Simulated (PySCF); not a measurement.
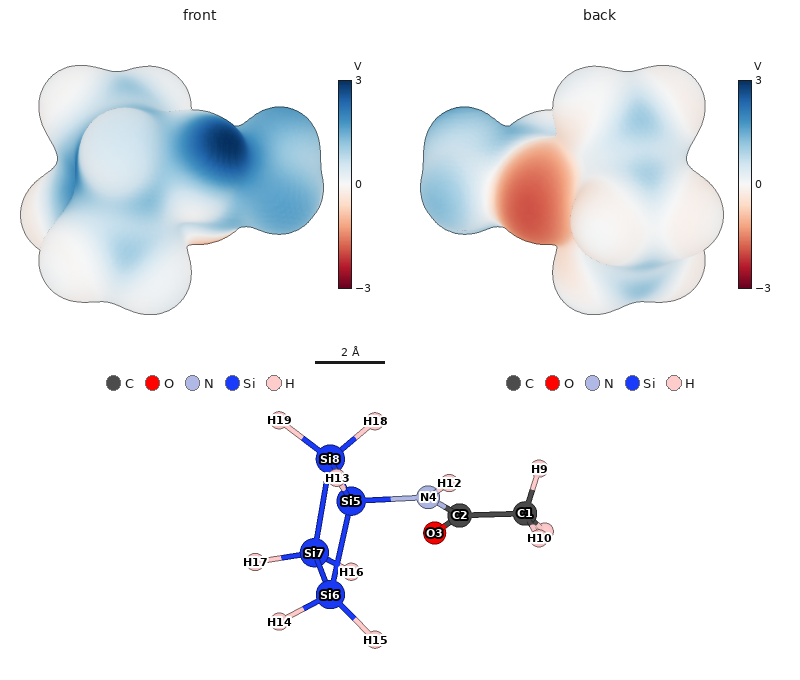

*C₂H₁₁NOSi₄ (SMILES CC(=O)N[SiH]1[SiH2][SiH2][SiH2]1). The electrostatic potential painted on the density surface at 0.004 e/bohr³, seen from the front and from behind; the colour scale runs from red (negative) to blue (positive). The bare structure is drawn below in the same view.*

Geometry: GFN2-xTB.

Computed with PBE0/pcSseg-1, SCF density, gas phase, non-relativistic in PySCF 2.14.0.

| atom | x (Å) | y (Å) | z (Å) |
| --- | --- | --- | --- |
| C | 2.9666 | -0.6232 | -0.2256 |
| C | 1.5203 | -0.2012 | -0.1365 |
| O | 0.6127 | -0.9868 | 0.1205 |
| N | 1.2322 | 1.0813 | -0.3517 |
| Si | -0.5040 | 1.4944 | -0.2260 |
| Si | -1.3048 | 0.5167 | 1.7720 |
| Si | -2.3976 | -1.1339 | 0.4953 |
| Si | -1.6939 | -0.1011 | -1.5007 |
| H | 3.3345 | -0.4550 | -1.2367 |
| H | 3.5698 | -0.0361 | 0.4651 |
| H | 3.0570 | -1.6779 | 0.0191 |
| H | 1.9871 | 1.7132 | -0.5608 |
| H | -0.3187 | 2.9322 | -0.5245 |
| H | -2.1825 | 1.4252 | 2.5391 |
| H | -0.3062 | 0.1354 | 2.7806 |
| H | -2.0226 | -2.5342 | 0.7100 |
| H | -3.8649 | -1.1738 | 0.6755 |
| H | -0.9332 | -0.8685 | -2.4970 |
| H | -2.7616 | 0.5028 | -2.3252 |

Question: Which sites attract a positive test charge, and which a negative one?

Answer: A positive charge is drawn to the negative regions and a negative charge to the positive ones. The most negative region (about −1.8 V, or −42 kcal/mol for a unit charge) lies over O3, the most positive (about +2.9 V, or +67 kcal/mol for a unit charge) over H12. O3 is the likeliest acceptor of a hydrogen bond.

Question: How polar is the molecule by this calculation?

Answer: Its dipole moment is 4.10 D.
